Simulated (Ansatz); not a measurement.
**ZrS2: 1 layer**

Take ZrS2 in the CdI2 type structure (space group P-3m1, No. 164; a = 3.674 Å, c = 5.861 Å; layered, stacked along the Cartesian z axis) as the base.

It is then changed as follows: a free-standing slab of 1 layer (3 atoms, 3 a layer) is cut normal to the stacking axis, with 15 Å of vacuum and the in-plane cell relaxed.

Calculations: plane-wave PAW DFT at the r2SCAN+rVV10 level (Ansatz, a first-principles code, 500 eV), without spin-orbit coupling. Settings: 10×10×1 k-points, 0.05 eV Fermi–Dirac smearing, for the changed cell.

| quantity | base | changed | shift |
|---|---|---|---|
| layer's space group (with vacuum) | – | P-3m1 (No. 164) | – |
| shortest interatomic distance | 2.565 Å | 2.567 Å | +0.0011 Å |
| band gap | 1.17 eV | 1.53 eV | +0.367 eV |
| gap character | – | indirect, Γ → M | – |
| smallest direct gap | 1.81 eV | 2.02 eV | +0.216 eV |
| valence-band top at Γ (three highest levels, from the VBM) | – | 0.00, 0.00, -0.80 eV | – |
| excess energy per area of both faces (slab less bulk energy over the cell's area: twice a surface energy) | – | 0.28 J/m² | – |
| thickness between the outermost nuclei | – | 2.88 Å | – |
| in-plane lattice parameter a | 3.674 Å | 3.679 Å | +0.0043 Å |

Final structure:

```
CELL_PARAMETERS angstrom
      3.67864     0.00000     0.00000
      1.83932     3.18579     0.00000
      0.00000     0.00000    17.88524
ATOMIC_POSITIONS crystal
  S  0.66667 0.66667 0.41943
  Zr 0.00000 0.00000 0.50000
  S  0.33333 0.33333 0.58057
```

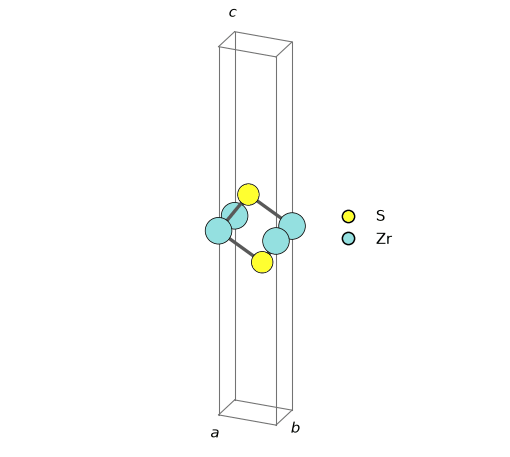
Figure: The relaxed cell after the change

The excess energy carries the mismatch between the slab's and the bulk's meshes. Stability against distortions was not tested.
